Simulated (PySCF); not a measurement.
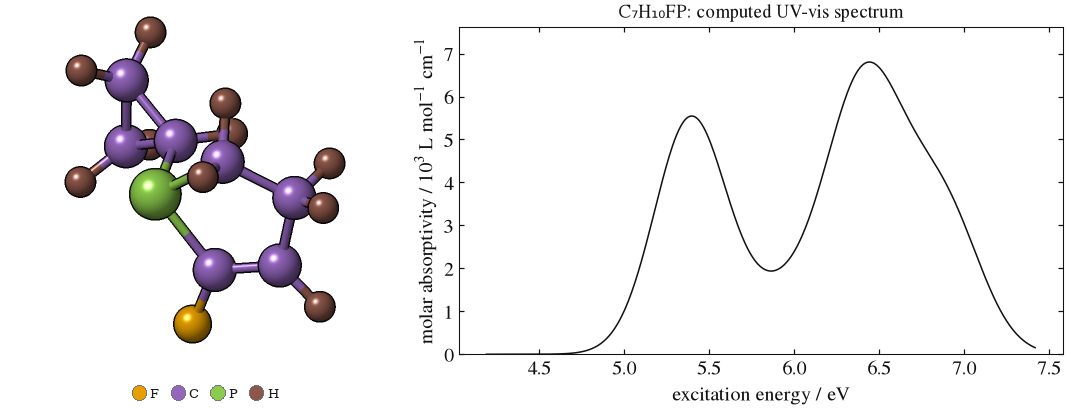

Computed absorption of C₇H₁₀FP, SMILES FC1=CCCP1C1CC1. Vertical TDDFT excitations, B3LYP/def2-SVPD with PySCF, at a PBE0-D3(BJ)/def2-SVP geometry (no frequency check), gas phase. Only the first 10 singlet excitations are included; each is broadened by a Gaussian of 1/e half-width 0.30 eV.

Q: Does any vertical transition fall in the visible?

A: No singlet lies below 3.1 eV (beyond 400 nm), so at this level no vertical transition falls in the visible.

Q: Where is the lowest singlet, and is it bright?

A: S1 lies at 5.39 eV (230 nm) with f = 0.101, mainly HOMO → LUMO (86 %); it is bright.

Q: List the transitions behind the spectrum.

A:
```
state  E (eV)  λ (nm)      f          main character
   S1    5.39     230  0.101      HOMO → LUMO (86 %)
   S2    5.85     212  0.015    HOMO → LUMO+1 (95 %)
   S3    6.06     205  0.012    HOMO → LUMO+2 (92 %)
   S4    6.36     195  0.073    HOMO−1 → LUMO (52 %)
   S5    6.49     191  0.043    HOMO → LUMO+3 (47 %)
   S6    6.68     186  0.006  HOMO−1 → LUMO+1 (57 %)
   S7    6.71     185  0.009    HOMO → LUMO+4 (59 %)
   S8    6.83     181  0.006    HOMO−2 → LUMO (78 %)
   S9    6.88     180  0.015    HOMO → LUMO+6 (43 %)
  S10    6.92     179  0.033    HOMO → LUMO+6 (44 %)
```

Note: states above the negative HOMO energy depend on the basis; one conformer of a flexible molecule; core orbitals are frozen in the response.
